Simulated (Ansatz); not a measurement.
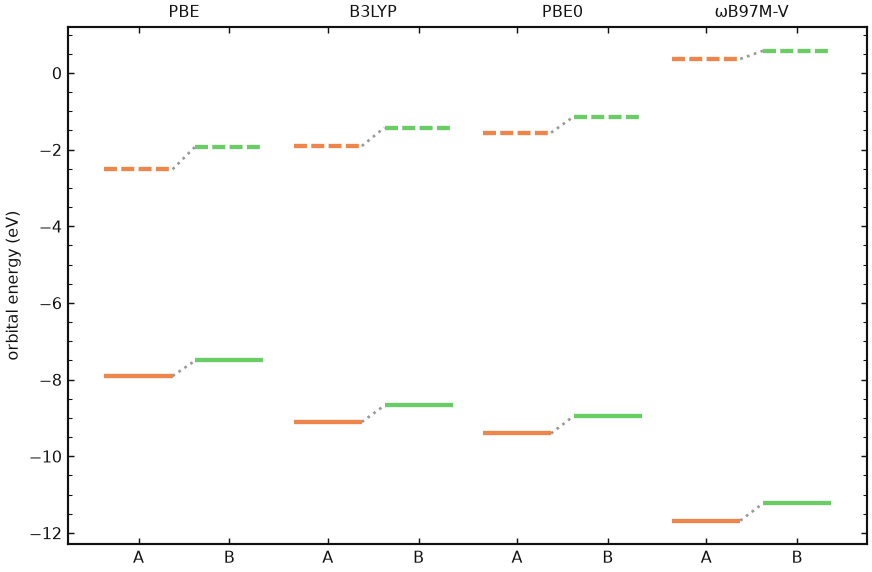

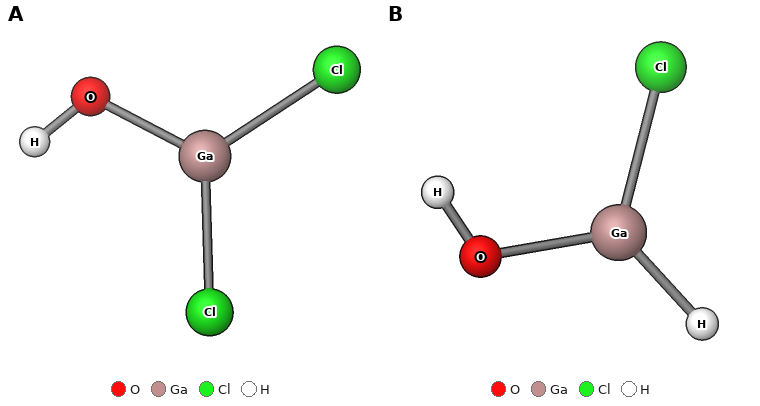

One change: A, GaHOCl₂ (SMILES [OH][Ga]([Cl])[Cl]), becomes B, GaH₂OCl (SMILES [OH][GaH][Cl]). Cl on Ga is replaced by H. HOMO (solid) and LUMO (dashed) computed in def2-TZVPP at PBE0-D4/def2-TZVP geometries, both minima by their frequencies, gas phase, the Ansatz code. Empty levels above zero depend strongly on the basis.

### What does the change do to HOMO and LUMO?

PBE: the HOMO rises by 0.40 eV, the LUMO rises by 0.59 eV, and the separation goes from 5.39 to 5.58 eV. B3LYP: the HOMO rises by 0.43 eV, the LUMO rises by 0.48 eV, and the separation goes from 7.20 to 7.25 eV. PBE0: the HOMO rises by 0.46 eV, the LUMO rises by 0.42 eV, and the separation goes from 7.85 to 7.81 eV. ωB97M-V: the HOMO rises by 0.45 eV, the LUMO rises by 0.21 eV, and the separation goes from 12.04 to 11.81 eV.

### Do the functionals agree on the effect?

They agree on the direction for both levels; the HOMO shift lies between 0.40 and 0.46 eV and the LUMO shift between 0.21 and 0.59 eV, while the separations themselves differ by up to 6.7 eV between functionals.
